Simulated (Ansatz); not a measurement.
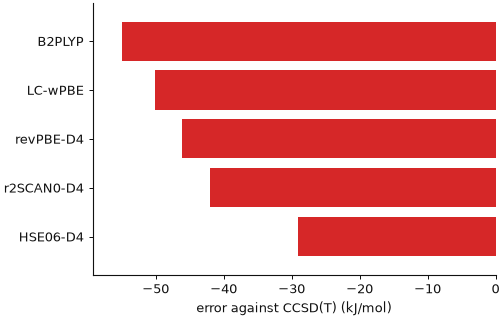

Error in the electronic atomisation energy (method less reference, so positive means overbinding) of SiH₃S₂F, SMILES F[SiH](S)S: functionals in def2-TZVPP against frozen-core CCSD(T) at the limit (MP2 extrapolated from triple and quadruple zeta, plus CCSD(T) less MP2 in a smaller set), which gives 2312.3 kJ/mol, at a PBE0-D4/def2-TZVP geometry (a minimum by its frequencies), no zero-point or spin-orbit term, the Ansatz code 0.2.0. The reference leaves out core correlation, a term that grows with the number of heavy atoms. B2PLYP holds a correlation term that converges slowly with the basis, so part of the distance to the limit is basis error. No dispersion term is added to B2PLYP and LC-wPBE.

Which of these levels overbind, and which underbind?

Answer. Overbind: none clearly. Underbind: B2PLYP, LC-wPBE, revPBE-D4, r2SCAN0-D4 and HSE06-D4.

Give the values.

Answer.
```
     level  kJ/mol
    B2PLYP   −54.9
   LC-wPBE   −50.1
 revPBE-D4   −46.1
r2SCAN0-D4   −42.0
  HSE06-D4   −29.0
```
